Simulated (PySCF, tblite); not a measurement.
# C2H7BO2P radical: geometry, infrared bands and EPR parameters

What infrared bands and EPR parameters should C2H7BO2P radical (`C[CH]OB(O)P`) show?

Programs: tblite 0.8.0 and PySCF 2.14.0, with density-fitted response routines of our own. Each step states its level of theory. These are calculated values for one molecule in the gas phase, unless marked as measured. Atoms are numbered from 0 throughout.

### Step 1. The molecule as given

13 atoms, charge 0, multiplicity 2; geometry from: force field or distance geometry start.

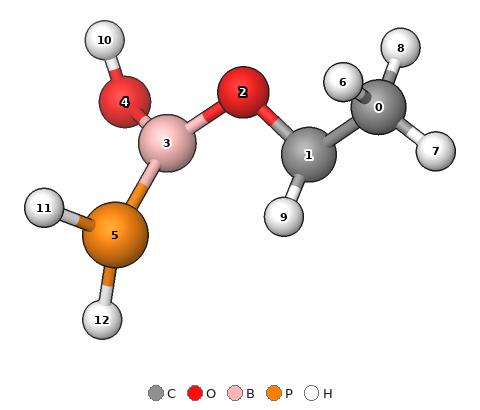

As it starts; carbon grey, oxygen red, boron pink, phosphorus orange, hydrogen white, atoms numbered.

### Step 2. Optimising the geometry with GFN2-xTB

The job: settings as JSON, then the geometry in Å.

```
{"job": {"kind": "relax", "xc": "GFN2-xTB", "basis": "xTB"}, "charge": 0, "multiplicity": 2}
C      2.362800     0.114200     0.101300
C      0.976100    -0.017800    -0.529000
O      0.152500     0.839900     0.157800
B     -1.227000     0.488900    -0.242300
O     -2.100800     1.622600    -0.519100
P     -1.807100    -1.290500     0.109600
H      2.262200    -0.126600     1.172200
H      3.102600    -0.500000    -0.429200
H      2.616800     1.198600     0.018500
H      0.630300    -1.064700    -0.542600
H     -2.134600     2.229500     0.264900
H     -2.400200    -1.526500     1.393700
H     -2.438000    -1.967200    -0.973400
```

Launch:

```sh
$ OMP_NUM_THREADS=1 python probes_run.py task.json out
```

This one command runs all jobs of the session in turn.

What it wrote:

```text
step      E/eV     max force
  0    -534.49198    4.157
  1    -535.16254    2.642
  2    -535.63929    2.543
  3    -535.86155    1.824
  4    -536.31094    1.748
  5    -536.41334    1.187
  6    -536.49871    1.314
  7    -536.62251    1.023
  8    -536.70105    1.037
  9    -536.77809    0.940
 10    -536.84020    0.838
 11    -536.86597    0.636
 12    -536.89521    0.597
 13    -536.92498    0.590
 14    -536.94808    0.436
 15    -536.95761    0.296
 16    -536.96976    0.278
 17    -536.97914    0.256
 18    -536.98860    0.289
 19    -536.99593    0.254
 20    -537.00327    0.267
 21    -537.00886    0.194
 22    -537.01278    0.159
 23    -537.01533    0.125
 24    -537.01758    0.104
 25    -537.01944    0.102
 26    -537.02079    0.083
 27    -537.02198    0.104
 28    -537.02342    0.115
 29    -537.02512    0.107
 30    -537.02658    0.084
 31    -537.02755    0.075
 32    -537.02834    0.092
 33    -537.02918    0.080
 34    -537.03010    0.097
 35    -537.03114    0.087
 36    -537.03237    0.105
 37    -537.03377    0.132
 38    -537.03515    0.106
 39    -537.03630    0.091
 40    -537.03729    0.088
 41    -537.03837    0.100
 42    -537.03949    0.091
 43    -537.04042    0.076
 44    -537.04109    0.070
 45    -537.04168    0.071
 46    -537.04244    0.089
 47    -537.04356    0.100
 48    -537.04490    0.089
 49    -537.04600    0.071
 50    -537.04671    0.064
 51    -537.04728    0.067
 52    -537.04805    0.071
 53    -537.04931    0.102
 54    -537.05104    0.113
 55    -537.05291    0.132
 56    -537.05480    0.120
 57    -537.05683    0.108
 58    -537.05900    0.114
 59    -537.06072    0.161
 60    -537.06123    0.222
 61    -537.06314    0.147
 62    -537.06412    0.082
 63    -537.06545    0.084
 64    -537.06769    0.106
 65    -537.06889    0.090
 66    -537.07077    0.089
 67    -537.07159    0.101
 68    -537.07319    0.134
 69    -537.07505    0.135
 70    -537.07729    0.135
 71    -537.07894    0.135
 72    -537.08108    0.117
 73    -537.08278    0.109
 74    -537.08454    0.083
 75    -537.08601    0.087
 76    -537.08778    0.101
 77    -537.08947    0.106
 78    -537.09110    0.103
 79    -537.09232    0.107
 80    -537.09311    0.167
 81    -537.09458    0.095
 82    -537.09639    0.064
 83    -537.09793    0.077
 84    -537.09900    0.096
 85    -537.10005    0.089
 86    -537.10182    0.101
 87    -537.10335    0.103
 88    -537.10397    0.173
 89    -537.10418    0.253
 90    -537.10701    0.160
 91    -537.10793    0.106
 92    -537.10930    0.080
 93    -537.11062    0.116
 94    -537.11155    0.101
 95    -537.11182    0.113
 96    -537.11305    0.181
 97    -537.11407    0.120
 98    -537.11531    0.102
 99    -537.11672    0.097
100    -537.11771    0.089
101    -537.11898    0.081
102    -537.12065    0.123
103    -537.12225    0.098
104    -537.12326    0.052
105    -537.12367    0.068
106    -537.12395    0.077
107    -537.12429    0.061
108    -537.12487    0.065
109    -537.12555    0.065
110    -537.12654    0.062
111    -537.12718    0.058
112    -537.12751    0.065
113    -537.12774    0.059
114    -537.12798    0.056
115    -537.12816    0.040
116    -537.12829    0.035
117    -537.12841    0.030
118    -537.12862    0.035
119    -537.12882    0.030
120    -537.12894    0.026
121    -537.12900    0.028
122    -537.12906    0.030
123    -537.12916    0.029
124    -537.12933    0.049
125    -537.12960    0.062
126    -537.12993    0.057
127    -537.13026    0.040
128    -537.13049    0.030
129    -537.13059    0.027
130    -537.13062    0.012
131    -537.13064    0.016
132    -537.13065    0.006
```

It took 0.67 s on 1 thread of Arm Neoverse V1, shared host.

Step by step: (not every step is listed)

```csv
step,energy from step 0 (eV),largest force (eV/Å)
0,0.0000,4.1569
1,-0.6706,2.6424
2,-1.1473,2.5427
3,-1.3696,1.8240
4,-1.8190,1.7480
5,-1.9214,1.1870
6,-2.0067,1.3141
7,-2.1305,1.0232
8,-2.2091,1.0374
19,-2.5040,0.2543
30,-2.5346,0.0845
41,-2.5464,0.1003
52,-2.5561,0.0713
63,-2.5735,0.0845
74,-2.5926,0.0828
85,-2.6081,0.0894
96,-2.6211,0.1814
107,-2.6323,0.0607
118,-2.6366,0.0347
127,-2.6383,0.0402
128,-2.6385,0.0305
129,-2.6386,0.0274
130,-2.6386,0.0118
131,-2.6387,0.0156
132,-2.6387,0.0061
```

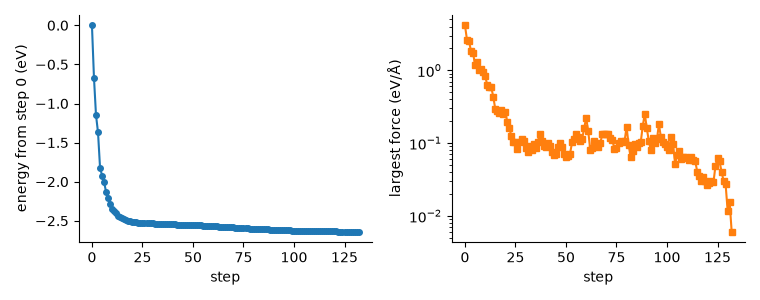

Energy and largest force along the relaxation.

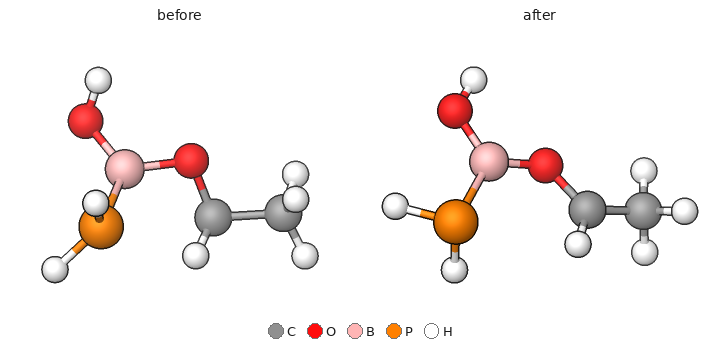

The geometry before (left) and after (right).

Distances of close pairs at the start and the end, largest changes first:

```csv
bond,before (Å),after (Å),change (Å)
O2–B3,1.479,1.359,-0.120
B3–O4,1.458,1.351,-0.107
P5–H11,1.434,1.378,-0.056
C0–C1,1.529,1.478,-0.051
P5–H12,1.424,1.385,-0.039
O4–H10,0.992,0.959,-0.033
C0–H8,1.117,1.087,-0.030
C1–O2,1.373,1.344,-0.029
```

The end geometry stands in the next job.

### Step 3. Infrared spectrum with GFN2-xTB

The job: settings as JSON, then the geometry in Å.

```
{"job": {"kind": "ir", "xc": "GFN2-xTB", "basis": "xTB"}, "charge": 0, "multiplicity": 2}
C      2.377044     0.218390    -0.105082
C      1.000709    -0.243915     0.169383
O     -0.008388     0.642302     0.114873
B     -1.335776     0.363192     0.192152
O     -2.210147     1.392273     0.243180
P     -2.064262    -1.417448     0.334887
H      3.049485    -0.046541     0.714109
H      2.780092    -0.246421    -1.010378
H      2.381882     1.297383    -0.235102
H      0.764534    -1.279357     0.369301
H     -1.824308     2.270279     0.241979
H     -3.308050    -1.081538    -0.154602
H     -1.607204    -1.868112    -0.892429
```

What it wrote:

```text
mode    cm-1     km/mol
  1      23.2      1.65
  2      66.2      0.11
  3     109.3      4.12
  4     155.6      7.09
  5     185.7      1.21
  6     235.4      2.44
  7     343.9      2.54
  8     355.8     23.62
  9     415.0     17.12
 10     449.8      3.22
 11     560.6     25.25
 12     583.7    200.60
 13     744.7      8.57
 14     759.6     26.02
 15     877.7     80.20
 16     979.9    151.67
 17     999.2      3.07
 18    1112.6      9.01
 19    1121.0    160.56
 20    1149.0    160.76
 21    1198.1     42.85
 22    1278.9    306.41
 23    1341.7    148.48
 24    1391.1     13.16
 25    1447.8      9.10
 26    1473.3      2.11
 27    2309.7    122.14
 28    2423.5     97.23
 29    2915.3     22.98
 30    2960.7     30.73
 31    3041.2     24.18
 32    3054.6     51.86
 33    3582.2      4.86
```

Wall time 0.3 s (1 thread of Arm Neoverse V1, shared host).

The strongest bands and the atoms that carry them (share of the mass-weighted mode):

```csv
cm⁻¹,km/mol,atoms
584,200.6,"H10 75 %, O4 12 %"
980,151.7,"H10 26 %, O2 15 %, C0 14 %, O4 12 %"
1121,160.6,"H11 32 %, H12 31 %, B3 12 %"
1149,160.8,"B3 32 %, H12 13 %, H11 13 %, O2 11 %"
1279,306.4,"B3 47 %, H9 20 %, O2 15 %, O4 11 %"
1342,148.5,"C1 46 %, H9 16 %, O2 15 %"
2310,122.1,"H12 81 %, H11 16 %"
2424,97.2,"H11 81 %, H12 16 %"
```

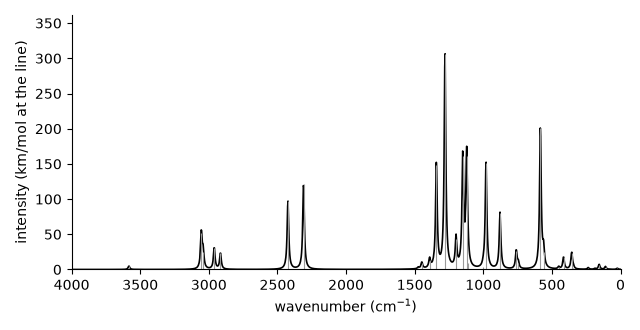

The infrared spectrum from these modes, unscaled. Lines are broadened to a width of 14 cm⁻¹ (Lorentzian).

### Step 4. EPR parameters: B3LYP/pcH-1

Same as in step 3 but for these lines:

```diff
@@ -1,2 +1,2 @@
-{"job": {"kind": "ir", "xc": "GFN2-xTB", "basis": "xTB"}, "charge": 0, "multiplicity": 2}
+{"job": {"kind": "epr", "basis": "pcH-1"}, "charge": 0, "multiplicity": 2}
 C      2.377044     0.218390    -0.105082
```

Method: UKS B3LYP, pcH-1 on B C H O P, non-relativistic, mean-field spin-orbit, GIAO.

What it wrote:

```text
UKS, coarse grid
  cycle   1  E = -597.01420009  |g| = 6.26e-01
  cycle   2  E = -596.81701259  |g| = 9.71e-01
  cycle   3  E = -597.14678926  |g| = 8.19e-02
  cycle   4  E = -597.14932699  |g| = 3.71e-02
  cycle   5  E = -597.14994733  |g| = 8.84e-03
  cycle   6  E = -597.14997515  |g| = 5.89e-03
  cycle   7  E = -597.14998627  |g| = 1.31e-03
  cycle   8  E = -597.14998662  |g| = 6.71e-04
UKS, final grid
  cycle   1  E = -597.14992914  |g| = 8.15e-04
  cycle   2  E = -597.14992883  |g| = 1.25e-03
  cycle   3  E = -597.14992941  |g| = 1.60e-04
  cycle   4  E = -597.14992942  |g| = 3.25e-05
  cycle   5  E = -597.14992942  |g| = 2.00e-05
E = -597.14992942 Eh   <S^2> = 0.7537 (exact 0.7500)
g shifts (ppm)      1          2          3
  rmc          -173       -173       -173
  gc             -4         41         34
  oz_so          12        870       1381
  total        -164        738       1242
hyperfine (MHz)  atom isotope    a_iso     a_fc   dipolar eigenvalues
    0   13C     -34.27     -34.29     -2.09      0.49      1.60
    1   13C      94.35      94.42    -83.45    -81.10    164.55
    2   17O      -6.00      -6.01    -35.13     16.78     18.36
    3   11B       2.92       2.93     -5.28     -0.49      5.77
    4   17O      -2.54      -2.56     -7.23      3.44      3.78
    5   31P       1.00       0.99     -1.32      0.08      1.25
    6    1H      95.57      95.57     -5.00     -4.16      9.16
    7    1H     117.55     117.55     -5.11     -3.63      8.74
    8    1H       3.61       3.61     -4.68     -3.86      8.54
    9    1H     -65.86     -65.89    -37.81     -0.60     38.41
   10    1H      -1.45      -1.46     -2.20     -0.59      2.79
   11    1H       0.38       0.38     -1.00     -0.89      1.89
   12    1H       0.42       0.42     -2.18     -1.86      4.05
```

It took 55 s on 1 thread of Arm Neoverse V1, shared host; peak memory 0.78 GiB.

Principal g values 2.00216, 2.00306, 2.00356; g(iso) = 2.00292, against 2.00232 for a free electron.

Mean a(iso) over the nuclei that a row names, and the largest dipolar term of the row (other rows stand at the frozen geometry):

```csv
nuclei,isotope,a(iso) (MHz),"a(iso) (G, at g = 2.0023)",largest dipolar term (MHz)
C1,13C,94.3,33.7,164.6
"H6, H7, H8",1H,72.2,25.8,9.2
H9,1H,-65.9,-23.5,38.4
C0,13C,-34.3,-12.2,-2.1
O2,17O,-6.0,-2.1,-35.1
B3,11B,2.9,1.0,5.8
O4,17O,-2.5,-0.9,-7.2
H10,1H,-1.5,-0.5,2.8
P5,31P,1.0,0.4,-1.3
"H11, H12",1H,0.4,0.1,4.0
```

Mulliken spin populations:

C0 -0.09; C1 0.94; O2 0.04; B3 0.05; O4 0.01; P5 0.00; H6 0.04; H7 0.05; H8 0.00; H9 -0.04; H10 0.00; H11 0.00; H12 0.00

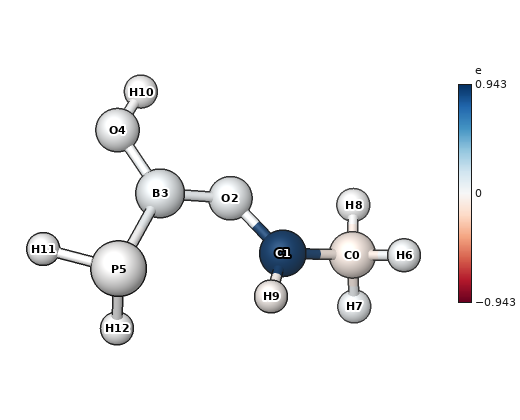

Mulliken spin populations, as colours on the atoms.

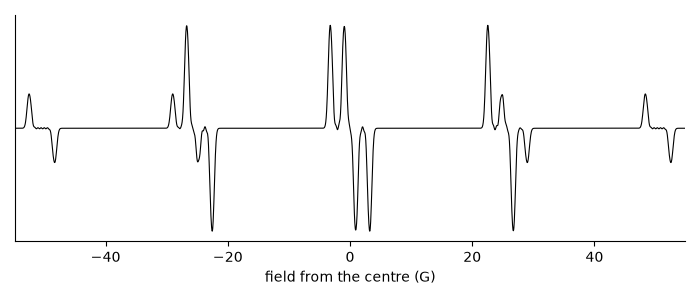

First-order isotropic spectrum (first derivative, main isotopes with spin only, couplings over 0.8 MHz, Gaussian width 0.3 G; couplings of the frozen geometry, rotation of groups not averaged beyond the rows shown).

Orbitals, density, ELF and potential are computed afterwards from the orbital file.

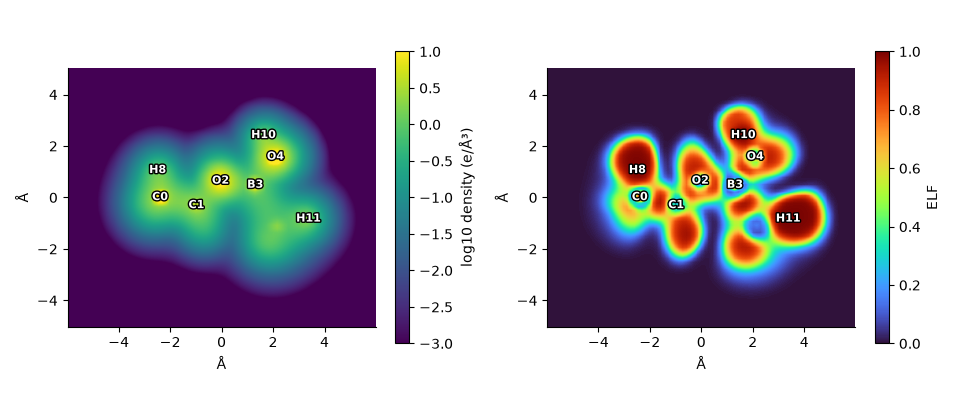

Density (left) and ELF (right) in a plane through or near 8 of the atoms.

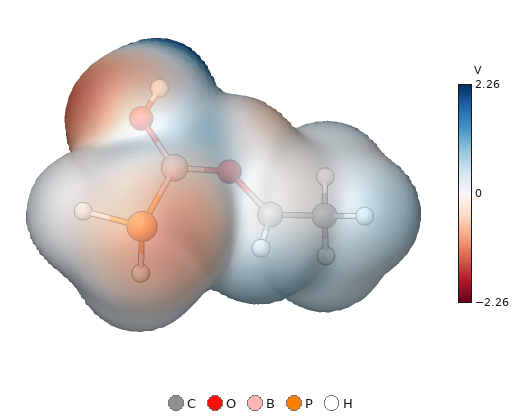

The potential that a unit positive charge feels on the 0.002 e/bohr³ surface, from -1.19 V near O4 to 2.26 V near H10.

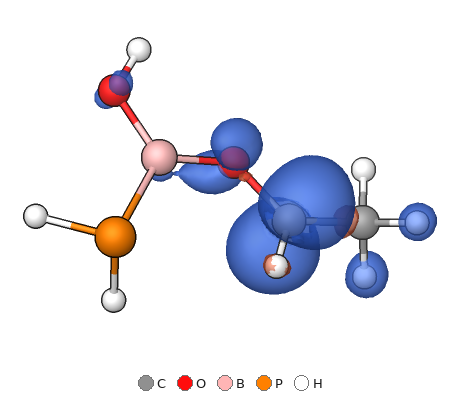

Spin density at ±0.04 e/Å³ (alpha excess blue, beta excess red).

### Step 5. What came out

```
                                 quantity                  value
strongest single infrared mode (GFN2-xTB)  1279 cm⁻¹, 306 km/mol
             zero-point energy (GFN2-xTB)          56.7 kcal/mol
                           g(iso) (B3LYP)                2.00292
                                     ⟨S²⟩     0.754 (exact 0.75)
       largest a(iso) (averaged by class)    13C on C1, 94.3 MHz
    surface potential, least and greatest     -1.19 V and 2.26 V
```

In words: The optimisation took 132 steps and gained 2.639 eV; among the close pairs (by a distance rule), O2–B3 changed most, from 1.479 to 1.359 Å. No mode is imaginary among the 33: a minimum at this level. The strongest single mode, at 1279 cm⁻¹, is spread over several atoms, B3, H9, O2, O4 among them. Unscaled tight-binding wavenumbers are off by several per cent, some by more. Its intensities can rank the bands wrongly. Most of the unpaired spin sits on C1 (0.94 e). The isotropic g lies 0.6 ppt above the free-electron value.
